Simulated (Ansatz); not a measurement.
Starting cell, MoS2 (2H-MoS2 type, space group P6_3/mmc):

```
CELL_PARAMETERS angstrom
      3.14944     0.00000     0.00000
     -1.57472     2.72750     0.00000
      0.00000     0.00000    12.09150
ATOMIC_POSITIONS crystal
  Mo 0.33333 0.66667 0.25000
  Mo 0.66667 0.33333 0.75000
  S  0.33333 0.66667 0.62050
  S  0.66667 0.33333 0.12050
  S  0.66667 0.33333 0.37950
  S  0.33333 0.66667 0.87950
```

In this cell atom 4 (S, nearest neighbour Mo at 2.400 Å; its periodic images, 3.1 Å or more away, move with it) is moved by s along Cartesian x, unit vector (1.000, 0.000, 0.000); all other atoms and the cell stay fixed.

These are PBE-D3(BJ) (plane waves to 420 eV, PAW, scalar-relativistic; Ansatz, a first-principles code) values and carry that method's errors. k mesh 10×10×3 (Γ-centred), Fermi-Dirac smearing 0.05 eV. Energies are smeared free energies. As the smearing reaches across the gap at some points, energies and forces of such displacements shift with the k mesh and the smearing. MoS2 is run without spin polarisation. MoS2 was relaxed with its symmetry unable to fall. The PAW data are Ansatz's earlier set. ΔE is measured from the undisplaced structure.

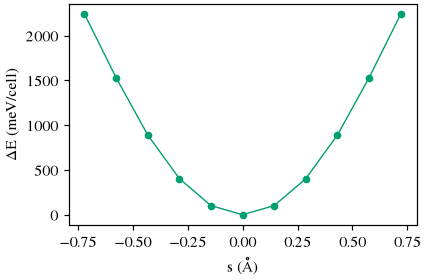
ΔE (meV/cell) against s (Å); one marker a computed point.

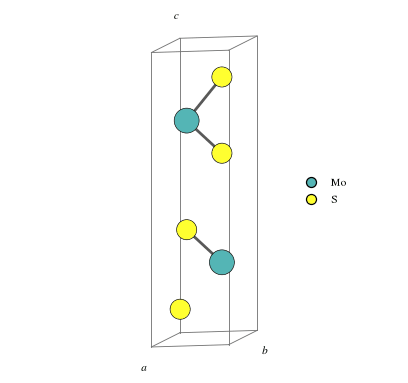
*The cell of the calculation at s = 0.720 Å.*

The force constant k = d²E/ds² at s = 0 (finite differences) is 9.86 eV/Å² and the energy at s = 0.720 Å is 2240 meV/cell. The force along the line at s = -0.720 Å is 4.89 eV/Å. Shape of the curve: a single well with its minimum at or next to zero displacement. Harmonic estimate at the end of the scan: ½ks² = 2556 meV/cell against the computed 2240 meV/cell, so the well is softer than harmonic there.

The forces along the line at the two nearest points give (1.411 − (-1.411)) / (2·0.144) = 9.80 eV/Å²; the next pair corrects for the finite step.

(A displaced cell: forces are minus the slopes of the energy, force constants its curvatures, and phonons follow from these.)
